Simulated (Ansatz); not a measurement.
```xyz
5

C    -0.3205    1.3784   -0.1722
B     0.0975    1.9758   -2.5949
N    -0.0727    1.7053   -1.3195
H     0.2532    2.2214   -3.7426
H     0.0442    1.6042    0.8434
```

Geometry: PBE0-D3(BJ)/def2-SVP.

All numbers below come from isolated molecule in a Gaussian basis; Kohn-Sham density functional theory, functional PBE0 (Ansatz 0.2.0).

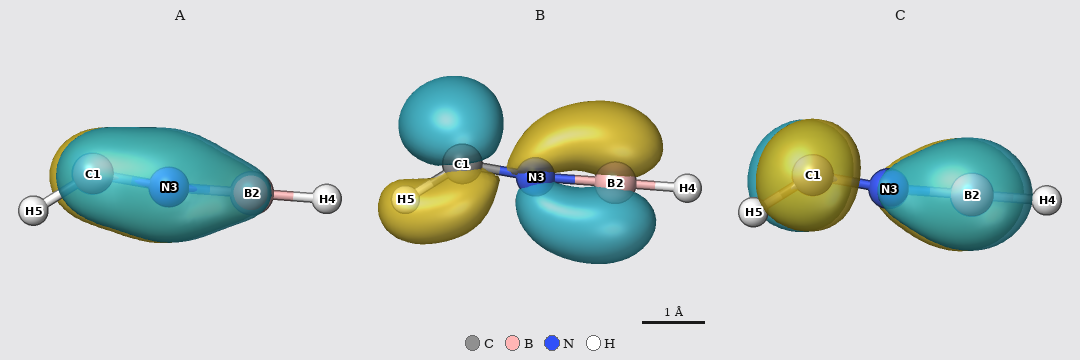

CH₂BN (SMILES [BH][N+]#C) (charge +1, doublet). Three frontier orbitals at ±0.15 Å⁻³ᐟ² (yellow and cyan are the two phases), in no order.

Which picture is the HOMO−1, the HOMO and the LUMO? All are α orbitals.

A is the HOMO−1 (α) (−18.65 eV). Its weight (Hirshfeld) is mainly on N3 (about 55 %), C1 (about 30 %) and B2 (about 10 %); it changes sign across the molecular plane (π type); π-bonding across C1–N3. B is the HOMO (α) (−13.46 eV). Its weight (Hirshfeld) is mainly on C1 (about 45 %), B2 (about 25 %), N3 (about 20 %) and H5 (about 5 %); it is symmetric in the molecular plane (an in-plane orbital: σ, lone-pair or in-plane π type). C is the LUMO (α) (−10.03 eV). By Hirshfeld shares it lies mainly on C1 (about 40 %), B2 (about 35 %) and N3 (about 15 %); it changes sign across the molecular plane (π type); π-bonding across B2–N3; π-antibonding (a node) across C1–N3.

What is the gap between the highest occupied and lowest empty α orbitals?

3.43 eV between the orbital energies.
